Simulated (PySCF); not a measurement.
# AlH3 (SMILES [AlH3]): levels of theory compared

Aim: a comparison of 6 runs (B2PLYP/6-31G, M06-2X/6-31G, PBE0/6-31G, BCCD(T)/6-31G, CCSDT(Q)/6-31G, UCCSD(T)/6-31G) of AlH3. The job is set up through a Python script.

The results are computed with PySCF 2.14.0.

2 further runs of the same task are left out: 2 set aside as unsound or not needed.

## Step 1: The system as given

The species is AlH3 (4 atoms), meant as a singlet with charge 0. As SMILES, `[AlH3]`. The Al1–H2 distance was set to 1.903 Å, away from the relaxed value.

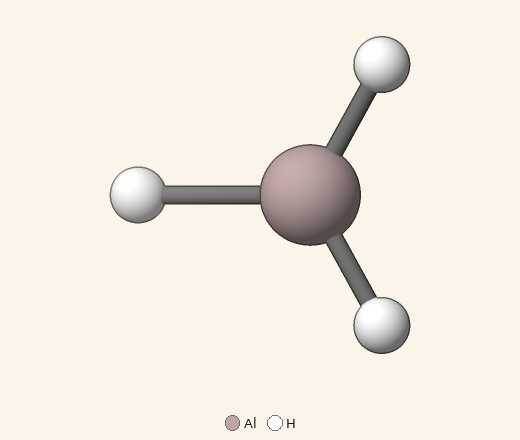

The structure, seen from a chosen angle (aluminium light grey, hydrogen white).

## Step 2: The energy at B2PLYP/6-31G (run 1)

geometry.xyz

```xyz
4
AlH3
Al    -0.110184    -0.151922    -0.262806
H      0.633200     0.670900     1.283600
H     -1.464684    -0.969122    -0.152606
H      0.625516    -0.021422    -1.661606
```

job.py

```python
from pyscf import gto, dft, mp

mol = gto.M(
    atom='geometry.xyz',
    spin=0,
    basis='6-31g',
    verbose=4,
    max_memory=1860,
    charge=0,
)

mf = dft.RKS(mol)
mf.xc = '0.53*HF + 0.47*B88, 0.73*LYP'
mf.grids.level = 5
mf.conv_tol = 1e-10
mf.kernel()
if not mf.converged:
    mf = mf.newton().run(mf.mo_coeff, mf.mo_occ)

pt = mp.MP2(mf, frozen=5).run()
etot = mf.e_tot + 0.27 * pt.e_corr
print('PT2 part  %.8f' % (0.27 * pt.e_corr))
print(f'total energy: {etot:.8f} hartree')
```

Launch:

```
OMP_NUM_THREADS=1 python job.py
```

Log:

```text
PySCF version 2.14.0

[INPUT] num. atoms = 4
[INPUT] num. electrons = 16
[INPUT] charge = 0
[INPUT] spin (= nelec alpha-beta = 2S) = 0
[INPUT] symmetry False subgroup None
[INPUT] Mole.unit = angstrom
[INPUT] Symbol           X                Y                Z      unit          X                Y                Z       unit  Magmom
[INPUT]  1 Al    -0.110184000000  -0.151922000000  -0.262806000000 AA   -0.208217583309  -0.287090972296  -0.496631363892 Bohr   0.0
[INPUT]  2 H      0.633200000000   0.670900000000   1.283600000000 AA    1.196574582075   1.267817256971   2.425652453492 Bohr   0.0
[INPUT]  3 H     -1.464684000000  -0.969122000000  -0.152606000000 AA   -2.767851619032  -1.831375161291  -0.288383544965 Bohr   0.0
[INPUT]  4 H      0.625516000000  -0.021422000000  -1.661606000000 AA    1.182053926533  -0.040481713040  -3.139980266934 Bohr   0.0

nuclear repulsion = 12.8337460930282
number of shells = 13
number of NR pGTOs = 58
number of NR cGTOs = 19
basis = 6-31g
ecp = {}

******** <class 'pyscf.dft.rks.RKS'> ********
method = RKS
initial guess = minao
damping factor = 0
level_shift factor = 0
DIIS = <class 'pyscf.scf.diis.CDIIS'>
diis_start_cycle = 1
diis_space = 8
diis_damp = 0
SCF conv_tol = 1e-10
SCF conv_tol_grad = None
SCF max_cycles = 50
direct_scf = True
direct_scf_tol = 1e-13
XC library pyscf.dft.libxc version 7.0.0
    S. Lehtola, C. Steigemann, M. J.T. Oliveira, and M. A.L. Marques.,  SoftwareX 7, 1–5 (2018)
XC functionals = 0.53*HF + 0.47*B88, 0.73*LYP
    A. D. Becke.,  Phys. Rev. A 38, 3098 (1988)
    C. Lee, W. Yang, and R. G. Parr.,  Phys. Rev. B 37, 785 (1988)
    B. Miehlich, A. Savin, H. Stoll, and H. Preuss.,  Chem. Phys. Lett. 157, 200 (1989)
radial grids:
    Treutler-Ahlrichs [JCP 102, 346 (1995); DOI:10.1063/1.469408] (M4) radial grids

becke partition: Becke, JCP 88, 2547 (1988); DOI:10.1063/1.454033
pruning grids: <function nwchem_prune>
grids dens level: 5
symmetrized grids: False
atomic radii adjust function: <function treutler_atomic_radii_adjust>
small_rho_cutoff = 0
Set gradient conv threshold to 1e-05
Initial guess from minao.
tot grids = 113672
init E= -243.640910472359
  HOMO = -0.294517135294379  LUMO = -0.0517596335037038  gap/eV = 6.60577
cycle= 1 E= -243.976914922824  delta_E= -0.336  |g|= 0.113  |ddm|= 1.38
  HOMO = -0.333960391939923  LUMO = -0.0474175355071111  gap/eV = 7.79723
cycle= 2 E= -243.98402143319  delta_E= -0.00711  |g|= 0.0258  |ddm|= 0.251
  HOMO = -0.335090577112474  LUMO = -0.0351162093468302  gap/eV = 8.16272
cycle= 3 E= -243.98443278848  delta_E= -0.000411  |g|= 0.00467  |ddm|= 0.0576
  HOMO = -0.334480630493134  LUMO = -0.0358890746001934  gap/eV = 8.12509
cycle= 4 E= -243.984449753865  delta_E= -1.7e-05  |g|= 0.000382  |ddm|= 0.0124
  HOMO = -0.334712974307308  LUMO = -0.0359118576721267  gap/eV = 8.13079
cycle= 5 E= -243.984449870537  delta_E= -1.17e-07  |g|= 5.57e-05  |ddm|= 0.00114
  HOMO = -0.334686755731534  LUMO = -0.0359144323072027  gap/eV = 8.13001
cycle= 6 E= -243.98444987275  delta_E= -2.21e-09  |g|= 6.43e-06  |ddm|= 0.000169
  HOMO = -0.334690336003395  LUMO = -0.035914453574682  gap/eV = 8.13011
cycle= 7 E= -243.984449872778  delta_E= -2.79e-11  |g|= 2.27e-07  |ddm|= 2.49e-05
  HOMO = -0.334690270728609  LUMO = -0.0359143602176943  gap/eV = 8.13011
Extra cycle  E= -243.984449872778  delta_E= -2.27e-13  |g|= 3.12e-08  |ddm|= 6.08e-07
converged SCF energy = -243.984449872778

******** <class 'pyscf.mp.mp2.RMP2'> ********
nocc = 3, nmo = 14
frozen orbitals 5
E(RMP2) = -244.041977009043  E_corr = -0.0575271362651645
E(SCS-RMP2) = -244.05160948492  E_corr = -0.0671596121414863
E_corr(same-spin) = -0.00216109774235893
E_corr(oppo-spin) = -0.0553660385228056
PT2 part  -0.01553233
total energy: -243.99998220 hartree
```

Wall time 1.8 s (1 thread of Arm Neoverse V1, shared host); peak memory 0.18 GiB.

## Step 3: A single-point energy at M06-2X/6-31G (run 2)

mol.xyz

```xyz
4
AlH3
Al    -0.110184    -0.151922    -0.262806
H      0.633200     0.670900     1.283600
H     -1.464684    -0.969122    -0.152606
H      0.625516    -0.021422    -1.661606
```

input.py

```python
from pyscf import gto, dft

mol = gto.Mole()
mol.atom = 'mol.xyz'
mol.max_memory = 1860
mol.verbose = 4
mol.basis = '6-31g'
mol.build()

mf = dft.RKS(mol)
mf.xc = 'm06-2x'
mf.conv_tol = 1e-10
mf.grids.level = 5
mf.kernel()
if not mf.converged:
    mf = mf.newton().run(mf.mo_coeff, mf.mo_occ)

energy = mf.e_tot
print('Final energy', energy)
```

Launch:

```
OMP_NUM_THREADS=1 python input.py
```

Log:

```text
PySCF version 2.14.0

[INPUT] num. atoms = 4
[INPUT] num. electrons = 16
[INPUT] charge = 0
[INPUT] spin (= nelec alpha-beta = 2S) = 0
[INPUT] symmetry False subgroup None
[INPUT] Mole.unit = angstrom
[INPUT] Symbol           X                Y                Z      unit          X                Y                Z       unit  Magmom
[INPUT]  1 Al    -0.110184000000  -0.151922000000  -0.262806000000 AA   -0.208217583309  -0.287090972296  -0.496631363892 Bohr   0.0
[INPUT]  2 H      0.633200000000   0.670900000000   1.283600000000 AA    1.196574582075   1.267817256971   2.425652453492 Bohr   0.0
[INPUT]  3 H     -1.464684000000  -0.969122000000  -0.152606000000 AA   -2.767851619032  -1.831375161291  -0.288383544965 Bohr   0.0
[INPUT]  4 H      0.625516000000  -0.021422000000  -1.661606000000 AA    1.182053926533  -0.040481713040  -3.139980266934 Bohr   0.0

nuclear repulsion = 12.8337460930282
number of shells = 13
number of NR pGTOs = 58
number of NR cGTOs = 19
basis = 6-31g
ecp = {}

******** <class 'pyscf.dft.rks.RKS'> ********
method = RKS
initial guess = minao
damping factor = 0
level_shift factor = 0
DIIS = <class 'pyscf.scf.diis.CDIIS'>
diis_start_cycle = 1
diis_space = 8
diis_damp = 0
SCF conv_tol = 1e-10
SCF conv_tol_grad = None
SCF max_cycles = 50
direct_scf = True
direct_scf_tol = 1e-13
XC library pyscf.dft.libxc version 7.0.0
    S. Lehtola, C. Steigemann, M. J.T. Oliveira, and M. A.L. Marques.,  SoftwareX 7, 1–5 (2018)
XC functionals = m06-2x
    Y. Zhao and D. G. Truhlar.,  Theor. Chem. Acc. 120, 215 (2008)
    Y. Zhao and D. G. Truhlar.,  Theor. Chem. Acc. 120, 215 (2008)
radial grids:
    Treutler-Ahlrichs [JCP 102, 346 (1995); DOI:10.1063/1.469408] (M4) radial grids

becke partition: Becke, JCP 88, 2547 (1988); DOI:10.1063/1.454033
pruning grids: <function nwchem_prune>
grids dens level: 5
symmetrized grids: False
atomic radii adjust function: <function treutler_atomic_radii_adjust>
small_rho_cutoff = 0
Set gradient conv threshold to 1e-05
[... 1 set-up line as earlier in the session ...]
tot grids = 113672
init E= -243.79270354407
  HOMO = -0.300910712909418  LUMO = -0.0644804606018418  gap/eV = 6.43359
cycle= 1 E= -244.102511342544  delta_E= -0.31  |g|= 0.0885  |ddm|= 1.38
  HOMO = -0.33441417839231  LUMO = -0.0618952915800557  gap/eV = 7.41562
cycle= 2 E= -244.107519561945  delta_E= -0.00501  |g|= 0.0287  |ddm|= 0.243
  HOMO = -0.334160778591072  LUMO = -0.0502862377900918  gap/eV = 7.72462
cycle= 3 E= -244.108001516517  delta_E= -0.000482  |g|= 0.00388  |ddm|= 0.0611
  HOMO = -0.333375364300269  LUMO = -0.0510174856276343  gap/eV = 7.68335
cycle= 4 E= -244.108015745845  delta_E= -1.42e-05  |g|= 0.000469  |ddm|= 0.012
  HOMO = -0.333734944791803  LUMO = -0.0511227005870009  gap/eV = 7.69027
cycle= 5 E= -244.108015900494  delta_E= -1.55e-07  |g|= 7.74e-05  |ddm|= 0.00126
  HOMO = -0.333722173960319  LUMO = -0.0511387955172814  gap/eV = 7.68949
cycle= 6 E= -244.108015904321  delta_E= -3.83e-09  |g|= 5.35e-06  |ddm|= 0.00017
  HOMO = -0.333721685774543  LUMO = -0.0511367201637231  gap/eV = 7.68953
cycle= 7 E= -244.108015904344  delta_E= -2.29e-11  |g|= 4.04e-07  |ddm|= 2.21e-05
  HOMO = -0.333721876608852  LUMO = -0.0511368001314617  gap/eV = 7.68953
Extra cycle  E= -244.108015904346  delta_E= -1.19e-12  |g|= 9.06e-08  |ddm|= 1.82e-06
converged SCF energy = -244.108015904346
Final energy -244.1080159043455
```

It took 2.2 s on 1 thread of Arm Neoverse V1, shared host; peak memory 0.18 GiB.

Runs 3 to 5 aren't shown in full; the table further down has their settings and results.

## Step 4: The energy at UCCSD(T)/6-31G (run 6)

run.py

```python
from pyscf import gto, cc

molecule = gto.Mole()
molecule.atom = [
    ('Al', (-0.110184, -0.151922, -0.262806)),
    ('H', (0.633200, 0.670900, 1.283600)),
    ('H', (-1.464684, -0.969122, -0.152606)),
    ('H', (0.625516, -0.021422, -1.661606)),
]
molecule.verbose = 4
molecule.spin = 0
molecule.basis = '6-31g'
molecule.max_memory = 1860
molecule.build()

mf = molecule.UHF()
mf.conv_tol = 1e-10
mf.kernel()
if not mf.converged:
    mf = mf.newton().run(mf.mo_coeff, mf.mo_occ)
for _ in range(3):
    mo, _, stable, _ = mf.stability(return_status=True)
    if stable:
        break
    mf.kernel(mf.make_rdm1(mo, mf.mo_occ))

mycc = cc.CCSD(mf, frozen=5)
mycc.kernel()
e_t = mycc.ccsd_t()
etot = mycc.e_tot + e_t
print('Final energy', etot)
```

Launch:

```
OMP_NUM_THREADS=1 python run.py
```

Log:

```text
PySCF version 2.14.0

[INPUT] num. atoms = 4
[INPUT] num. electrons = 16
[INPUT] charge = 0
[INPUT] spin (= nelec alpha-beta = 2S) = 0
[INPUT] symmetry False subgroup None
[INPUT] Mole.unit = angstrom
[INPUT] Symbol           X                Y                Z      unit          X                Y                Z       unit  Magmom
[INPUT]  1 Al    -0.110184000000  -0.151922000000  -0.262806000000 AA   -0.208217583309  -0.287090972296  -0.496631363892 Bohr   0.0
[INPUT]  2 H      0.633200000000   0.670900000000   1.283600000000 AA    1.196574582075   1.267817256971   2.425652453492 Bohr   0.0
[INPUT]  3 H     -1.464684000000  -0.969122000000  -0.152606000000 AA   -2.767851619032  -1.831375161291  -0.288383544965 Bohr   0.0
[INPUT]  4 H      0.625516000000  -0.021422000000  -1.661606000000 AA    1.182053926533  -0.040481713040  -3.139980266934 Bohr   0.0

nuclear repulsion = 12.8337460930282
number of shells = 13
number of NR pGTOs = 58
number of NR cGTOs = 19
basis = 6-31g
ecp = {}

[... 65 lines left out ...]
converged SCF energy = -243.571887339111  <S^2> = 1.7763568e-15  2S+1 = 1
[... 3 lines left out ...]
******** <class 'pyscf.cc.uccsd.UCCSD'> ********
CC2 = 0
CCSD nocc = (np.int64(3), np.int64(3)), nmo = (14, 14)
frozen orbitals 5
max_cycle = 50
direct = 0
conv_tol = 1e-07
conv_tol_normt = 1e-06
diis_space = 6
diis_start_cycle = 0
diis_start_energy_diff = 1e+09
Init t2, MP2 energy = -0.0438205640293676
Init E_corr(UCCSD) = -0.0438205640293682
cycle = 1  E_corr(UCCSD) = -0.0562276454875655  dE = -0.0124070815  norm(t1,t2) = 0.0543656
cycle = 2  E_corr(UCCSD) = -0.0605116806764354  dE = -0.00428403519  norm(t1,t2) = 0.0237179
cycle = 3  E_corr(UCCSD) = -0.0635478688845734  dE = -0.00303618821  norm(t1,t2) = 0.0110935
cycle = 4  E_corr(UCCSD) = -0.0634477334879977  dE = 0.000100135397  norm(t1,t2) = 0.00115703
cycle = 5  E_corr(UCCSD) = -0.0634490588479928  dE = -1.32536e-06  norm(t1,t2) = 0.00026575
cycle = 6  E_corr(UCCSD) = -0.0634491928068857  dE = -1.33958893e-07  norm(t1,t2) = 8.08459e-05
cycle = 7  E_corr(UCCSD) = -0.0634483341561954  dE = 8.5865069e-07  norm(t1,t2) = 2.74588e-05
cycle = 8  E_corr(UCCSD) = -0.0634487715511297  dE = -4.37394934e-07  norm(t1,t2) = 6.53221e-06
cycle = 9  E_corr(UCCSD) = -0.0634488601938249  dE = -8.86426952e-08  norm(t1,t2) = 1.92585e-06
cycle = 10  E_corr(UCCSD) = -0.0634488038618615  dE = 5.63319635e-08  norm(t1,t2) = 5.86391e-07
UCCSD converged
E(UCCSD) = -243.6353361429726  E_corr = -0.06344880386186146
UCCSD(T) correction = -0.000746336863915637
Final energy -243.63608247983657
```

Run time: 0.86 s. Hardware: 1 thread of Arm Neoverse V1, shared host; peak memory 0.12 GiB.

## Step 5: All runs side by side

```csv
run,level,frozen core orbitals,integration grid,energy (Eh),dipole moment (D) of the reference,HOMO energy (eV),LUMO energy (eV),wall time
1,B2PLYP/6-31G,5,5,-243.999982,0.68,-9.11,-0.98,1.8 s
2,M06-2X/6-31G,–,5,-244.108016,0.63,-9.08,-1.39,2.2 s
3,PBE0/6-31G,–,5,-244.020508,0.64,-8.10,-1.99,1.7 s
4,BCCD(T)/6-31G,5,–,-243.636091,–,–,–,0.88 s
5,CCSDT(Q)/6-31G,5,–,-243.636496,0.74,-10.85,0.63,1 s
6,UCCSD(T)/6-31G,5,–,-243.636082,0.74,-10.85,0.63,0.86 s
```

## Step 6: Summary of results

| quantity | value |
| --- | --- |
| run 6: total energy | -243.63608 Eh |
| run 6: dipole moment (Hartree–Fock density) | 0.74 D |
| run 6: HOMO energy (Hartree–Fock orbitals) | -10.85 eV |
| run 6: LUMO energy (Hartree–Fock orbitals) | 0.63 eV |
| run 6: HOMO–LUMO gap (Hartree–Fock orbitals) | 11.47 eV |
| run 6: correlation energy (5 core orbitals frozen) | -64.2 mEh |
| run 6: (T) correction | -0.75 mEh |
| run 6: T1 diagnostic | 0.012 |

**Reading.** Over runs 1, 2, 3 the dipole moment (its size) runs from 0.63 D (M06-2X/6-31G) to 0.68 D (B2PLYP/6-31G). A double hybrid's value is that of its SCF part. Over runs 1, 2, 3 the HOMO–LUMO gap runs from 6.11 eV (PBE0/6-31G) to 8.13 eV (B2PLYP/6-31G). Totals of different functionals can't be ranked against each other. All runs together took 8.5 s, the longest 2.2 s.
